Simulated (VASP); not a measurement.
Band structure of PtC (relaxed from the zinc blende structure, space group F-43m). Calculation: PBE GGA, VASP's PBE PAW potentials (set 64) (plane waves; VASP 6.6.1).

Unless said otherwise, spin-orbit coupling is left out, though it shifts the bands of the heavy elements here.

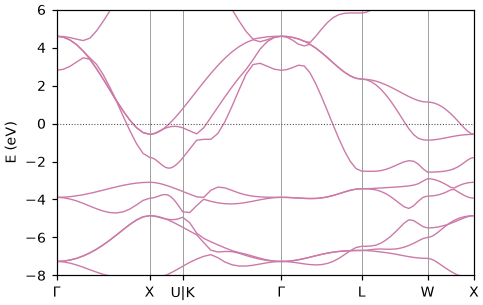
Bands along high-symmetry lines, zero at the valence-band maximum or, without a gap, the Fermi level

Read the plot: is there a gap, and where are the band edges?

It has no gap at this level: it comes out as a metal or semimetal. (Edges off the drawn lines would not show.)

The structure was generated: PtC was put into the zinc blende type (F-43m), which need not be its known phase. It was relaxed first, which changed the volume by -10 %.
